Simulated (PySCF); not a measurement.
## What a change does: excited-state calculation on C3H10OSi

System: C3H10OSi.
Method of run A: TDDFT PBE0/def2-SVP, vertical, gas phase, core orbitals frozen in the response (PySCF 2.14.0).

The geometry comes from this level: PBE0-D3(BJ)/def2-SVP. Text and figures count atoms from 1; the logs count them from 0 in places.

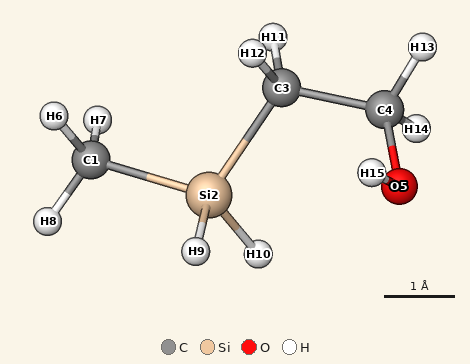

**Figure 1.** The input geometry (ball-and-stick view, seen at a tilt; atoms are numbered from 1 in the order of the input). Bond lengths as drawn: C–C 1.52 Å, C–H 1.10 to 1.11 Å, C–O 1.41 Å, C–Si 1.88 to 1.90 Å, H–O 0.96 Å and H–Si 1.50 Å.

## Input file, run A
```
{"job": {"kind": "uv", "xc": "PBE0", "basis": "def2-SVP"}, "charge": 0, "multiplicity": 1}
C      2.442557    -0.219447    -0.335931
Si     0.750384     0.601167    -0.417803
C     -0.606738    -0.668112    -0.043150
C     -2.000655    -0.181407    -0.420690
O     -2.251910     1.134339     0.004782
H      2.620962    -0.652197     0.661200
H      2.526869    -1.029382    -1.077318
H      3.244230     0.508087    -0.535552
H      0.709356     1.718925     0.576603
H      0.527391     1.172362    -1.783444
H     -0.377187    -1.609133    -0.572923
H     -0.559452    -0.913347     1.034463
H     -2.773150    -0.882037    -0.044010
H     -2.100272    -0.164631    -1.517772
H     -2.162253     1.161763     0.963541
```

The first line tells a small driver script what to run in PySCF; the rest is the geometry in Å.

Launched with:
```bash
OMP_NUM_THREADS=1 python <driver script> task.json out
```

Hardware: 1 CPU thread, shared host.

## Output (run A)
```
coarse grid: 12168 points
cycle   1  E = -484.3116232488  dE =  1.763e-01  |g| = 6.445e-01  |ddm| = 3.541e+00
cycle   2  E = -484.2565629765  dE =  5.506e-02  |g| = 8.432e-01  |ddm| = 1.477e+00
cycle   3  E = -484.3981463097  dE = -1.416e-01  |g| = 7.346e-02  |ddm| = 9.178e-01
cycle   4  E = -484.3990573721  dE = -9.111e-04  |g| = 3.086e-02  |ddm| = 8.674e-02
cycle   5  E = -484.3992918347  dE = -2.345e-04  |g| = 4.378e-03  |ddm| = 3.264e-02
cycle   6  E = -484.3992965928  dE = -4.758e-06  |g| = 8.626e-04  |ddm| = 5.679e-03
final grid: 110480 points
cycle   7  E = -484.4678986505  dE = -1.916e-05  |g| = 8.426e-03  |ddm| = 2.368e-02
cycle   8  E = -484.4678864522  dE =  1.220e-05  |g| = 1.139e-02  |ddm| = 1.646e-02
cycle   9  E = -484.4679147773  dE = -2.833e-05  |g| = 7.804e-04  |ddm| = 9.767e-03
cycle  10  E = -484.4679149080  dE = -1.307e-07  |g| = 1.091e-04  |ddm| = 8.545e-04
cycle  11  E = -484.4679149107  dE = -2.653e-09  |g| = 2.218e-05  |ddm| = 1.361e-04
cycle  12  E = -484.4679149108  dE = -1.339e-10  |g| = 8.905e-06  |ddm| = 3.868e-05
converged SCF energy = -484.4679149108

Static polarisability (au): isotropic 61.137, principal 56.523 58.454 68.434

Singlet excitations
state   eV       nm        f      main configurations
  1   7.5308    164.6   0.00439   H->L 0.88
  2   8.2138    150.9   0.00760   H->L+1 0.86
  3   8.4962    145.9   0.01869   H-1->L 0.86
  4   8.8100    140.7   0.00491   H->L+2 0.71
  5   8.8563    140.0   0.00961   H-1->L+1 0.79, H-2->L 0.09
  6   8.9936    137.9   0.00545   H-2->L 0.71, H-1->L+1 0.10
  7   9.0965    136.3   0.00807   H-3->L 0.74, H-2->L+1 0.12
  8   9.1529    135.5   0.04042   H->L+3 0.46, H-2->L+1 0.18, H-3->L 0.11
  9   9.1803    135.1   0.07991   H->L+4 0.51, H->L+3 0.21, H->L+2 0.12
 10   9.1921    134.9   0.10634   H-2->L+1 0.44, H-3->L+1 0.27, H->L+3 0.12

Triplet excitations (Tamm-Dancoff, eV): 7.1307 7.9915 8.0800 8.4173
```

The input of run B differs as follows (lines with − go, lines with + come):
```diff
-"basis": "def2-SVP"
+"basis": "aug-cc-pVDZ"
```

How does run B compare with run A?

The total energy of run B is 161.2 kcal/mol lower, which measures the change of basis and not a stability. The HOMO goes from −7.70 to −7.85 eV. The LUMO goes from 1.38 to −0.20 eV. The lowest excitation goes from 7.53 to 6.48 eV. The strongest computed line goes from 9.19 to 7.95 eV. Diffuse functions give room to the loosely bound empty orbitals, which lowers the LUMO. The number of SCF iterations is the same. The basis functions go from 124 to 209.

## Output (run B)
```
coarse grid: 12168 points
cycle   1  E = -484.6270263885  dE =  2.342e-01  |g| = 6.448e-01  |ddm| = 8.061e+00
cycle   2  E = -484.5465458112  dE =  8.048e-02  |g| = 9.128e-01  |ddm| = 2.294e+00
cycle   3  E = -484.7144804720  dE = -1.679e-01  |g| = 9.309e-02  |ddm| = 1.237e+00
cycle   4  E = -484.7160483859  dE = -1.568e-03  |g| = 3.261e-02  |ddm| = 1.942e-01
cycle   5  E = -484.7163128441  dE = -2.645e-04  |g| = 4.956e-03  |ddm| = 7.404e-02
cycle   6  E = -484.7163191755  dE = -6.331e-06  |g| = 1.039e-03  |ddm| = 1.202e-02
final grid: 110480 points
cycle   7  E = -484.7248424725  dE = -2.316e-05  |g| = 8.828e-03  |ddm| = 1.380e-01
cycle   8  E = -484.7248285164  dE =  1.396e-05  |g| = 1.200e-02  |ddm| = 3.753e-02
cycle   9  E = -484.7248605593  dE = -3.204e-05  |g| = 1.044e-03  |ddm| = 1.962e-02
cycle  10  E = -484.7248607858  dE = -2.265e-07  |g| = 1.262e-04  |ddm| = 1.705e-03
cycle  11  E = -484.7248607894  dE = -3.596e-09  |g| = 3.492e-05  |ddm| = 3.603e-04
cycle  12  E = -484.7248607897  dE = -2.861e-10  |g| = 1.538e-05  |ddm| = 1.118e-04
converged SCF energy = -484.7248607897

Static polarisability (au): isotropic 72.491, principal 64.759 69.252 83.462

Singlet excitations
state   eV       nm        f      main configurations
  1   6.4754    191.5   0.00502   H->L 0.79, H->L+1 0.16
  2   7.0293    176.4   0.00018   H->L+1 0.59, H->L 0.18, H->L+2 0.08
  3   7.2266    171.6   0.00952   H->L+2 0.72, H->L+1 0.14
  4   7.3508    168.7   0.01848   H-1->L 0.72, H->L+2 0.12
  5   7.4728    165.9   0.00023   H->L+3 0.87
  6   7.6689    161.7   0.02930   H-2->L 0.55, H-1->L+1 0.28
  7   7.7395    160.2   0.00257   H-1->L+1 0.39, H->L+4 0.25, H-2->L 0.25
  8   7.7792    159.4   0.03334   H->L+4 0.65, H-1->L+1 0.14
  9   7.8334    158.3   0.01571   H-3->L 0.85
 10   7.9457    156.0   0.07801   H-2->L+1 0.30, H->L+5 0.24, H-1->L+2 0.24

Triplet excitations (Tamm-Dancoff, eV): 6.2761 6.9203 7.0743 7.2140
```

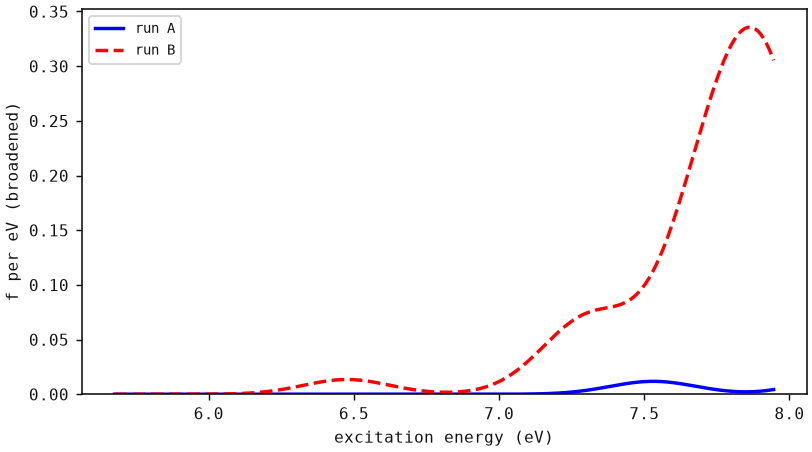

**Figure 2.** Absorption of the two runs from their computed states, each broadened by a Gaussian of 0.35 eV full width; the range ends where the shorter list of states ends.

## The two runs side by side

```tsv
quantity	run A	run B
outcome	converged	converged
total energy (hartree)	−484.467915	−484.724861
HOMO (eV)	−7.70	−7.85
LUMO (eV)	1.38	−0.20
dipole moment (D)	2.15	2.13
lowest excitation (eV)	7.53	6.48
SCF iterations	12	12
strongest computed line (eV)	9.19	7.95
basis functions	124	209
wall time (shared host)	13 s	28 s
```
